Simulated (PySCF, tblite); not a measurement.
# C6H9NO2: dynamics, then NMR shifts on frames

How do NMR shifts of C6H9NO2 (`CCC(=O)O[C@@H](C)C#N`) change as the atoms move?

Programs: tblite 0.8.0 and PySCF 2.14.0, with density-fitted response routines of our own. Each step states its level of theory. These are calculated values for one molecule in the gas phase, unless marked as measured. Atoms count from 0, in the outputs and in this text.

## Step 1: The starting structure

18 atoms, charge 0, multiplicity 1; geometry from: GFN2-xTB.

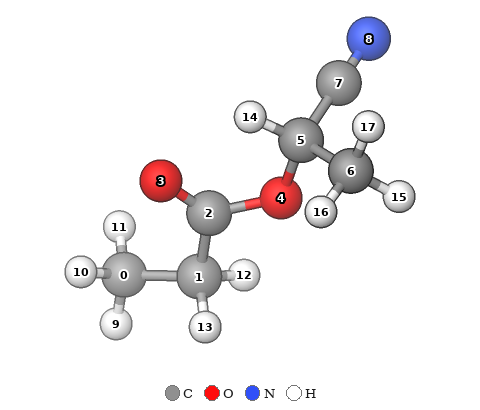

The starting geometry (carbon grey, oxygen red, nitrogen blue, hydrogen white), atoms numbered.

## Step 2: Thermal motion with GFN2-xTB

Job settings and geometry (Å):

```
{"job": {"kind": "md", "xc": "GFN2-xTB", "basis": "xTB", "temperature": 200, "steps": 2000, "every": 50, "frames": 5}, "charge": 0, "multiplicity": 1}
C      3.130701     0.052469     0.272065
C      1.778882    -0.318671     0.868013
C      0.654445    -0.089602    -0.111467
O      0.743461    -0.101638    -1.308429
O     -0.498047     0.112090     0.549219
C     -1.688865     0.312873    -0.224928
C     -2.716526    -0.765189     0.116115
C     -2.212248     1.633834     0.075517
N     -2.619403     2.671350     0.324174
H      3.930320    -0.220241     0.955454
H      3.278032    -0.466247    -0.671518
H      3.181650     1.121864     0.084565
H      1.569624     0.245728     1.777306
H      1.761899    -1.381586     1.124461
H     -1.416200     0.276045    -1.292057
H     -2.925323    -0.749463     1.183316
H     -2.323595    -1.742127    -0.154739
H     -3.637565    -0.585170    -0.432039
```

With the program's defaults for keys left out, this is: GFN2-xTB Langevin dynamics, gas phase.

The run is started by

```console
$ OMP_NUM_THREADS=1 python probes_run.py task.json out
```

The driver reads the jobs from task.json and runs them one after another.

The program printed:

```text
t/fs     T/K      E/eV
    0.0   169.6   -774.47068
   25.0   116.1   -774.23038
   50.0   132.4   -774.26152
   75.0   104.9   -774.26276
  100.0   166.2   -774.21914
  125.0   144.8   -774.13753
  150.0   205.9   -774.07938
  175.0   190.3   -774.11308
  200.0   178.2   -774.05052
  225.0   184.7   -774.04264
  250.0   186.6   -774.05784
  275.0   201.2   -774.01692
  300.0   233.4   -774.01201
  325.0   191.9   -773.92757
  350.0   172.9   -773.90421
  375.0   234.5   -774.02303
  400.0   268.8   -774.02794
  425.0   265.9   -774.10812
  450.0   205.6   -774.04869
  475.0   151.0   -774.05073
  500.0   170.6   -774.17701
  525.0   182.3   -774.10743
  550.0   158.9   -774.07505
  575.0   185.6   -774.11049
  600.0   168.4   -774.11991
  625.0   155.7   -774.07931
  650.0   219.9   -774.09033
  675.0   173.9   -773.99750
  700.0   151.0   -774.07852
  725.0   190.8   -774.17069
  750.0    96.2   -774.07255
  775.0   149.3   -774.13728
  800.0   115.1   -774.20975
  825.0   117.6   -774.26812
  850.0   163.8   -774.26509
  875.0   102.3   -774.19565
  900.0   145.9   -774.13514
  925.0   157.2   -774.16686
  950.0   151.6   -774.02823
  975.0   163.1   -774.02174
 1000.0   143.0   -774.13229
```

Wall time 13 s (1 thread of Arm Neoverse V1, shared host); peak memory 0.18 GiB.

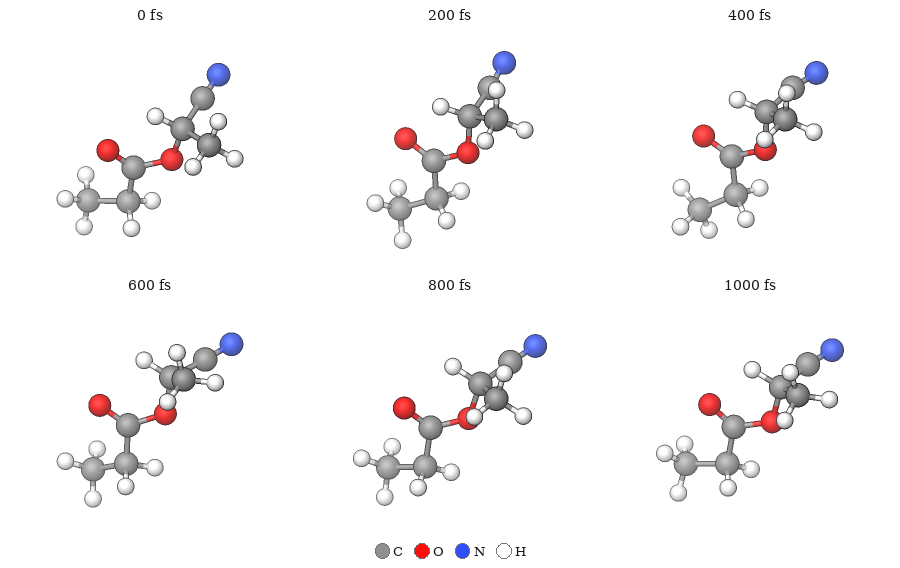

Frames of the run.

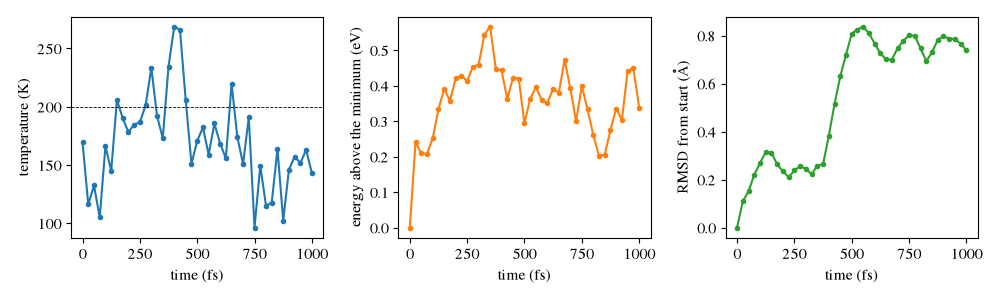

Temperature, potential energy and distance from the start.

Positions (Å) and forces (eV/Å) at 1000 fs:

```xyz
18

C     3.375   -0.487    0.357   -1.047   -0.606    1.353
C     1.972   -0.831    0.960    0.900   -0.435   -0.327
C     0.861   -0.413    0.039   -0.494   -0.231    1.871
O     0.959   -0.142   -1.101    0.599    0.456   -2.155
O    -0.341   -0.400    0.668   -0.113   -0.213   -0.049
C    -1.466   -0.009   -0.145    0.622    0.284   -1.270
C    -2.519   -1.092   -0.323   -0.641   -0.792   -0.766
C    -2.028    1.162    0.469   -0.474    0.223    0.656
N    -2.500    1.998    1.091    0.117    0.049   -0.278
H     3.576    0.547    0.395    0.066    1.256    0.356
H     4.164   -1.008    0.888   -0.081   -0.121    0.022
H     3.390   -0.728   -0.664   -0.015   -0.673   -1.285
H     1.832   -0.448    1.968   -0.013    0.216   -0.087
H     1.892   -1.928    1.038    0.029    0.184   -0.023
H    -1.046    0.299   -1.170   -0.358   -0.380    0.967
H    -3.252   -1.124    0.482    0.134    0.185    0.028
H    -2.096   -2.085   -0.415    0.599   -0.137    0.442
H    -3.061   -1.044   -1.290    0.170    0.737    0.546
```

## Step 3: Nuclear shieldings: 250 fs, PBE0/pcSseg-1

Job settings and geometry (Å):

```
{"job": {"kind": "nmr", "xc": "PBE0", "basis": "pcSseg-1", "pop": false}, "charge": 0, "multiplicity": 1}
C      2.967500    -0.505300     0.974200
C      1.445800    -0.760000     1.254000
C      0.552100    -0.242800     0.127400
O      0.985900     0.323500    -0.823600
O     -0.765400    -0.374300     0.358400
C     -1.635400     0.095800    -0.659200
C     -2.771000    -0.951700    -0.770600
C     -2.105200     1.379700    -0.203800
N     -2.543700     2.398700     0.113800
H      3.442600    -0.630000     1.917100
H      3.415600    -1.153900     0.238500
H      3.041600     0.505700     0.691800
H      1.114200    -0.217300     2.156900
H      1.159000    -1.787300     1.410300
H     -1.137100     0.228300    -1.636100
H     -3.185100    -1.024800     0.266500
H     -2.547100    -1.957500    -1.009600
H     -3.575500    -0.630900    -1.410400
```

With the program's defaults for keys left out, this is: GIAO PBE0/pcSseg-1 NMR shielding, non-relativistic, gas phase.

The program printed:

```text
coarse grid: 15336 points
cycle   1  E = -438.4223021598  dE =  1.352e+00  |g| = 9.798e-01  |ddm| = 3.761e+00
cycle   2  E = -437.9326865276  dE =  4.896e-01  |g| = 1.864e+00  |ddm| = 1.942e+00
cycle   3  E = -438.5921371908  dE = -6.595e-01  |g| = 3.176e-01  |ddm| = 1.439e+00
cycle   4  E = -438.6106413519  dE = -1.850e-02  |g| = 9.585e-02  |ddm| = 2.466e-01
cycle   5  E = -438.6120393905  dE = -1.398e-03  |g| = 4.038e-02  |ddm| = 7.771e-02
cycle   6  E = -438.6123420316  dE = -3.026e-04  |g| = 1.349e-02  |ddm| = 3.140e-02
cycle   7  E = -438.6123758179  dE = -3.379e-05  |g| = 3.882e-03  |ddm| = 9.790e-03
cycle   8  E = -438.6123788073  dE = -2.989e-06  |g| = 6.587e-04  |ddm| = 2.876e-03
final grid: 149008 points
cycle   9  E = -438.6869668786  dE = -3.026e-05  |g| = 1.359e-02  |ddm| = 2.842e-02
cycle  10  E = -438.6869289799  dE =  3.790e-05  |g| = 1.996e-02  |ddm| = 2.043e-02
cycle  11  E = -438.6870014071  dE = -7.243e-05  |g| = 1.998e-03  |ddm| = 1.258e-02
cycle  12  E = -438.6870021438  dE = -7.367e-07  |g| = 5.010e-04  |ddm| = 1.421e-03
cycle  13  E = -438.6870021853  dE = -4.150e-08  |g| = 1.706e-04  |ddm| = 4.196e-04
cycle  14  E = -438.6870021904  dE = -5.171e-09  |g| = 5.048e-05  |ddm| = 1.343e-04
cycle  15  E = -438.6870021908  dE = -3.751e-10  |g| = 3.047e-05  |ddm| = 4.737e-05
converged SCF energy = -438.6870021908

GIAO shielding tensors (ppm)
atom      isotropic    diamagn.    paramagn.     s11        s22        s33       span
  0 C      178.856     244.555     -65.700    172.493    175.010    189.065     16.572
  1 C      153.561     252.781     -99.220    133.005    147.686    179.992     46.987
  2 C        8.821     254.433    -245.612    -96.319     53.325     69.456    165.775
  3 O     -106.772     405.309    -512.081   -417.735   -217.554    314.974    732.708
  4 O      120.574     404.771    -284.198    -43.312    172.025    233.008    276.320
  5 C      131.189     241.031    -109.842    102.953    125.116    165.498     62.545
  6 C      165.161     241.684     -76.523    143.408    162.064    190.011     46.603
  7 C       62.050     260.926    -198.876    -58.494    -52.456    297.099    355.593
  8 N      -44.026     340.050    -384.075   -206.473   -201.512    275.907    482.380
  9 H       31.364      27.303       4.061     26.121     29.069     38.902     12.781
 10 H       30.694      28.538       2.156     26.635     28.011     37.437     10.802
 11 H       31.005      30.634       0.371     26.468     29.984     36.563     10.094
 12 H       29.115      32.032      -2.917     24.012     29.809     33.525      9.513
 13 H       29.658      31.667      -2.010     24.929     30.244     33.800      8.872
 14 H       25.666      29.696      -4.029     22.716     25.820     28.463      5.747
 15 H       29.251      27.378       1.873     25.585     28.012     34.155      8.570
 16 H       30.807      29.217       1.590     26.803     28.182     37.435     10.632
 17 H       30.589      25.958       4.632     26.315     27.888     37.566     11.250
```

Run time: 38 s. Hardware: 1 thread of Arm Neoverse V1, shared host; peak memory 1 GiB.

Shifts follow as δ = σ(reference) − σ, with reference shieldings (ppm) from runs at the same level and on the same kind of geometry: ¹H TMS 31.72, ¹³C TMS 186.9, ¹⁵N NH3 267.7, ¹⁷O H2O 336.1. The references are single molecules in the gas phase, so shifts against H2O, NH3, PH3, H3PO4 or CFCl3 are not on the usual liquid scales and can be off by tens of ppm. Each atom is listed at this fixed geometry, with no averaging over motion; a spectrum would average atoms that exchange fast.

```tsv
atoms	environment	σ (ppm)	δ (ppm)
C2	ester carbonyl carbon	8.8	178.1
C7	nitrile carbon	62.0	124.9
C5	sp3 CH bonded to O, α to a nitrile	131.2	55.7
C1	sp3 CH2 α to a carbonyl	153.6	33.4
C6	methyl carbon	165.2	21.8
C0	methyl carbon	178.9	8.1
H14	hydrogen on an sp3 CH bonded to O, α to a nitrile	25.67	6.05
H12	hydrogen on an sp3 CH2 α to a carbonyl	29.12	2.60
H15	hydrogen on a methyl carbon	29.25	2.47
H13	hydrogen on an sp3 CH2 α to a carbonyl	29.66	2.06
H17	hydrogen on a methyl carbon	30.59	1.13
H10	hydrogen on a methyl carbon	30.69	1.02
H16	hydrogen on a methyl carbon	30.81	0.91
H11	hydrogen on a methyl carbon	31.00	0.71
H9	hydrogen on a methyl carbon	31.36	0.35
O3	ester carbonyl oxygen	-106.8	442.9
O4	ester alkoxy oxygen	120.6	215.5
N8	nitrile nitrogen	-44.0	311.8
```

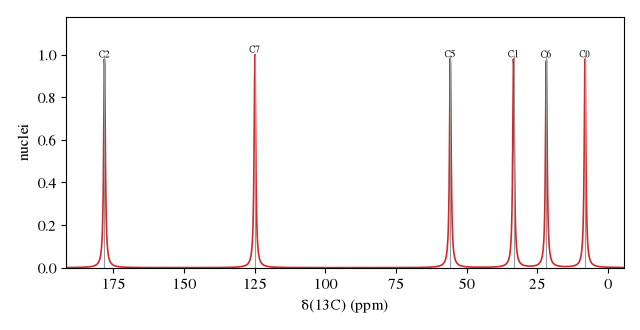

¹³C lines at the computed shifts, without couplings. Lines are broadened to a width of 0.68 ppm (Lorentzian).

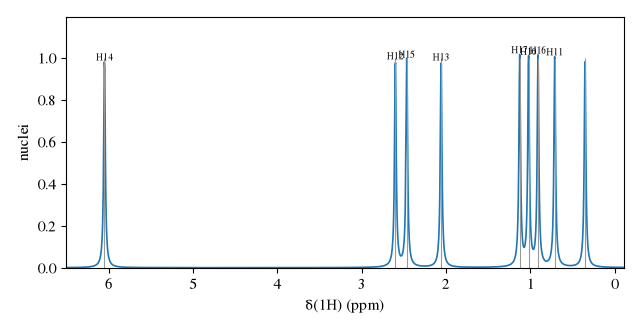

¹H lines at the computed shifts, without couplings. Lines are broadened to a width of 0.02 ppm (Lorentzian).

Orbitals, density, ELF and potential are computed afterwards from the orbital file.

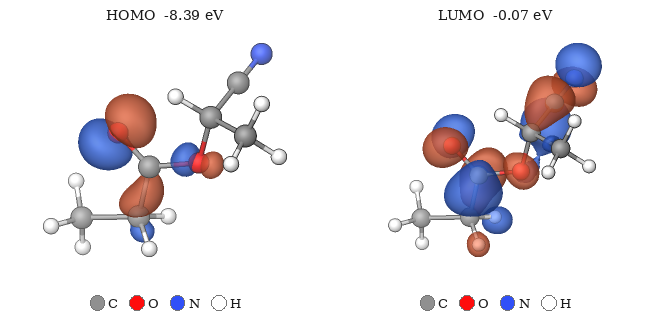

PBE0/pcSseg-1 orbitals near the gap, drawn at the value that encloses 70 % of each; the two colours are the two signs.

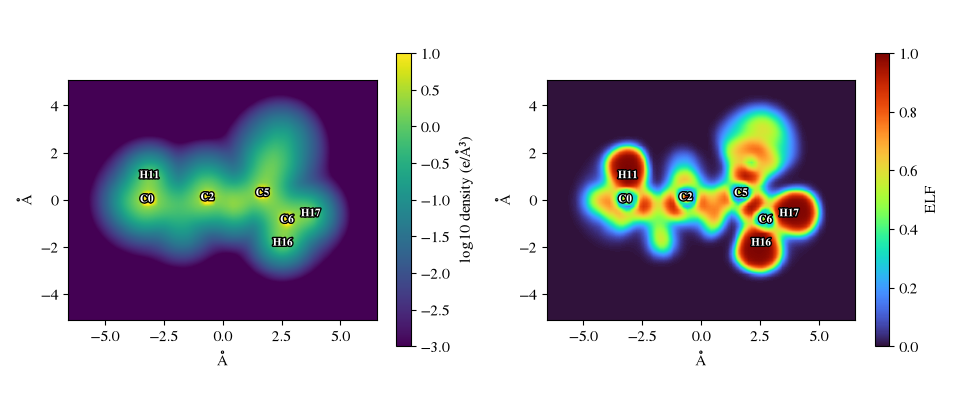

Density (left) and ELF (right) in a plane through or near 7 of the atoms.

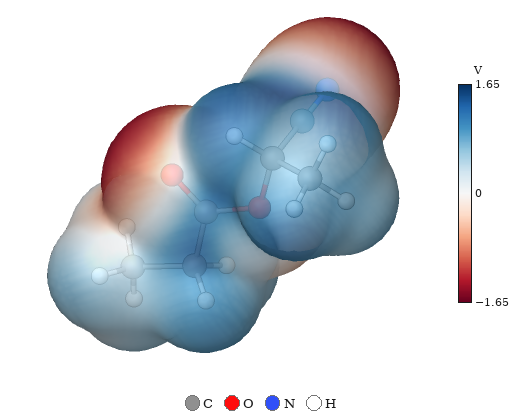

The potential that a unit positive charge feels on the 0.002 e/bohr³ surface, from the 1st to the 99th percentile, from -1.65 V near N8 to 1.26 V near H14.

## Step 4: Nuclear shieldings: 425 fs, PBE0/pcSseg-1

Job settings and geometry (Å):

```
{"job": {"kind": "nmr", "xc": "PBE0", "basis": "pcSseg-1", "pop": false}, "charge": 0, "multiplicity": 1}
C      3.228300    -0.747700     1.044100
C      1.718000    -0.825800     1.389100
C      0.894400    -0.332000     0.186300
O      1.258500     0.098800    -0.885200
O     -0.397600    -0.413300     0.457300
C     -1.389400    -0.056200    -0.520600
C     -2.443200    -1.144600    -0.767700
C     -1.999600     1.147500     0.050000
N     -2.495500     1.992400     0.651700
H      3.762500    -0.234100     1.787900
H      3.634000    -1.739300     0.940300
H      3.392700    -0.225900     0.102500
H      1.435200    -0.132400     2.194100
H      1.431400    -1.881200     1.661200
H     -0.847100     0.224300    -1.430800
H     -2.861800    -1.517200     0.221900
H     -2.000500    -1.992600    -1.282500
H     -3.170300    -0.760200    -1.432100
```

Method: GIAO PBE0/pcSseg-1 NMR shielding, non-relativistic, gas phase.

The program printed:

```text
coarse grid: 15336 points
cycle   1  E = -438.4191576069  dE =  1.281e+00  |g| = 9.832e-01  |ddm| = 3.729e+00
cycle   2  E = -437.9067730410  dE =  5.124e-01  |g| = 1.892e+00  |ddm| = 1.957e+00
cycle   3  E = -438.5913020093  dE = -6.845e-01  |g| = 3.208e-01  |ddm| = 1.457e+00
cycle   4  E = -438.6102076123  dE = -1.891e-02  |g| = 9.312e-02  |ddm| = 2.470e-01
cycle   5  E = -438.6115275436  dE = -1.320e-03  |g| = 3.442e-02  |ddm| = 6.894e-02
cycle   6  E = -438.6117491808  dE = -2.216e-04  |g| = 1.249e-02  |ddm| = 2.792e-02
cycle   7  E = -438.6117772928  dE = -2.811e-05  |g| = 4.498e-03  |ddm| = 9.478e-03
cycle   8  E = -438.6117812700  dE = -3.977e-06  |g| = 6.712e-04  |ddm| = 3.093e-03
final grid: 149008 points
cycle   9  E = -438.6866883717  dE = -2.535e-05  |g| = 1.354e-02  |ddm| = 2.743e-02
cycle  10  E = -438.6866458286  dE =  4.254e-05  |g| = 2.048e-02  |ddm| = 2.102e-02
cycle  11  E = -438.6867224589  dE = -7.663e-05  |g| = 2.316e-03  |ddm| = 1.326e-02
cycle  12  E = -438.6867234155  dE = -9.566e-07  |g| = 5.252e-04  |ddm| = 1.596e-03
cycle  13  E = -438.6867234623  dE = -4.680e-08  |g| = 1.583e-04  |ddm| = 4.426e-04
cycle  14  E = -438.6867234670  dE = -4.696e-09  |g| = 4.610e-05  |ddm| = 1.323e-04
cycle  15  E = -438.6867234673  dE = -3.005e-10  |g| = 2.729e-05  |ddm| = 4.543e-05
converged SCF energy = -438.6867234673

GIAO shielding tensors (ppm)
atom      isotropic    diamagn.    paramagn.     s11        s22        s33       span
  0 C      181.647     244.723     -63.076    168.121    178.195    198.624     30.503
  1 C      153.762     250.841     -97.079    137.365    146.664    177.256     39.890
  2 C        7.631     253.855    -246.224    -97.560     54.349     66.103    163.662
  3 O      -87.093     404.246    -491.339   -356.075   -234.539    329.336    685.412
  4 O      109.354     405.778    -296.424    -44.000    180.736    191.325    235.324
  5 C      128.040     244.339    -116.300     91.907    131.611    160.602     68.695
  6 C      163.612     245.478     -81.866    146.632    159.009    185.196     38.564
  7 C       61.282     263.695    -202.413    -59.383    -53.222    296.451    355.834
  8 N      -43.164     340.636    -383.800   -210.163   -194.218    274.888    485.052
  9 H       31.575      27.861       3.714     26.481     29.150     39.093     12.612
 10 H       30.983      27.367       3.616     25.894     28.681     38.373     12.478
 11 H       29.729      29.108       0.621     24.495     29.703     34.989     10.494
 12 H       28.970      31.661      -2.692     23.698     29.834     33.378      9.680
 13 H       28.204      30.316      -2.113     22.827     28.942     32.841     10.014
 14 H       25.525      31.242      -5.717     22.059     25.784     28.732      6.673
 15 H       28.549      27.139       1.411     24.924     27.004     33.720      8.796
 16 H       30.194      29.369       0.826     26.134     28.085     36.364     10.230
 17 H       30.841      27.525       3.316     26.765     28.410     37.347     10.582
```

It took 29 s on 1 thread of Arm Neoverse V1, shared host; peak memory 0.86 GiB.

This run: δ C2 179.3, C7 125.6, C5 58.9, C1 33.2, H14 6.19, H13 3.51 ppm.

## Step 5: NMR shieldings: 625 fs, PBE0/pcSseg-1

Job settings and geometry (Å):

```
{"job": {"kind": "nmr", "xc": "PBE0", "basis": "pcSseg-1", "pop": false}, "charge": 0, "multiplicity": 1}
C      3.174700    -0.554200     0.895600
C      1.754400    -0.966800     1.143300
C      0.816300    -0.365300     0.087900
O      0.983000    -0.293200    -1.102600
O     -0.434200    -0.232600     0.651100
C     -1.496700     0.254500    -0.119400
C     -2.474200    -0.832900    -0.671100
C     -2.128400     1.308100     0.596200
N     -2.646200     2.117600     1.213000
H      3.265000     0.471900     1.269900
H      3.847900    -1.242700     1.347900
H      3.342100    -0.563100    -0.193400
H      1.373000    -0.652600     2.115400
H      1.654000    -2.070700     1.088100
H     -1.083900     0.747200    -1.020400
H     -3.242500    -0.962100     0.072200
H     -1.897900    -1.748000    -0.838100
H     -2.955500    -0.553300    -1.577000
```

Level: GIAO PBE0/pcSseg-1 NMR shielding, non-relativistic, gas phase.

The program printed:

```text
coarse grid: 15336 points
cycle   1  E = -438.4203666422  dE =  1.354e+00  |g| = 9.759e-01  |ddm| = 3.758e+00
cycle   2  E = -437.9204704143  dE =  4.999e-01  |g| = 1.882e+00  |ddm| = 1.865e+00
cycle   3  E = -438.5895301391  dE = -6.691e-01  |g| = 3.196e-01  |ddm| = 1.373e+00
cycle   4  E = -438.6083609109  dE = -1.883e-02  |g| = 9.450e-02  |ddm| = 2.569e-01
cycle   5  E = -438.6097508756  dE = -1.390e-03  |g| = 3.170e-02  |ddm| = 7.086e-02
cycle   6  E = -438.6099470810  dE = -1.962e-04  |g| = 1.016e-02  |ddm| = 2.532e-02
cycle   7  E = -438.6099644184  dE = -1.734e-05  |g| = 4.792e-03  |ddm| = 8.696e-03
cycle   8  E = -438.6099688704  dE = -4.452e-06  |g| = 7.824e-04  |ddm| = 3.326e-03
final grid: 149008 points
cycle   9  E = -438.6847203734  dE = -2.740e-05  |g| = 1.393e-02  |ddm| = 2.650e-02
cycle  10  E = -438.6846727915  dE =  4.758e-05  |g| = 2.140e-02  |ddm| = 2.118e-02
cycle  11  E = -438.6847564667  dE = -8.368e-05  |g| = 2.449e-03  |ddm| = 1.318e-02
cycle  12  E = -438.6847575497  dE = -1.083e-06  |g| = 5.499e-04  |ddm| = 1.663e-03
cycle  13  E = -438.6847576005  dE = -5.082e-08  |g| = 1.816e-04  |ddm| = 4.762e-04
cycle  14  E = -438.6847576066  dE = -6.055e-09  |g| = 5.987e-05  |ddm| = 1.513e-04
cycle  15  E = -438.6847576071  dE = -5.372e-10  |g| = 3.292e-05  |ddm| = 6.057e-05
cycle  16  E = -438.6847576073  dE = -2.261e-10  |g| = 5.553e-06  |ddm| = 2.284e-05
converged SCF energy = -438.6847576073

GIAO shielding tensors (ppm)
atom      isotropic    diamagn.    paramagn.     s11        s22        s33       span
  0 C      177.960     248.238     -70.278    168.217    177.589    188.076     19.859
  1 C      150.867     251.727    -100.860    133.926    142.894    175.781     41.855
  2 C        4.179     253.288    -249.109   -105.434     54.877     63.094    168.528
  3 O     -105.913     404.178    -510.092   -393.272   -263.473    339.005    732.277
  4 O      108.356     404.521    -296.165    -67.489    185.451    207.108    274.597
  5 C      138.370     243.484    -105.114     99.295    141.324    174.492     75.197
  6 C      164.258     245.398     -81.140    136.830    164.279    191.663     54.833
  7 C       63.361     261.608    -198.246    -56.954    -50.261    297.299    354.252
  8 N      -39.064     340.841    -379.905   -208.777   -181.374    272.958    481.735
  9 H       30.256      28.517       1.739     25.267     28.835     36.667     11.400
 10 H       31.032      27.196       3.836     26.452     28.333     38.311     11.859
 11 H       29.575      28.790       0.785     24.747     29.337     34.641      9.893
 12 H       28.948      32.348      -3.401     24.163     29.749     32.932      8.769
 13 H       28.754      30.420      -1.666     24.194     28.572     33.496      9.302
 14 H       25.996      31.368      -5.372     23.544     26.229     28.215      4.671
 15 H       30.077      28.187       1.890     26.093     28.755     35.383      9.290
 16 H       30.216      29.755       0.461     25.638     29.311     35.700     10.063
 17 H       30.548      28.424       2.124     26.646     27.967     37.031     10.385
```

It took 30 s on 1 thread of Arm Neoverse V1, shared host; peak memory 0.88 GiB.

In short: δ C2 182.7, C7 123.6, C5 48.6, C1 36.1, H14 5.72, H13 2.96 ppm.

[end of part 1 of 2]
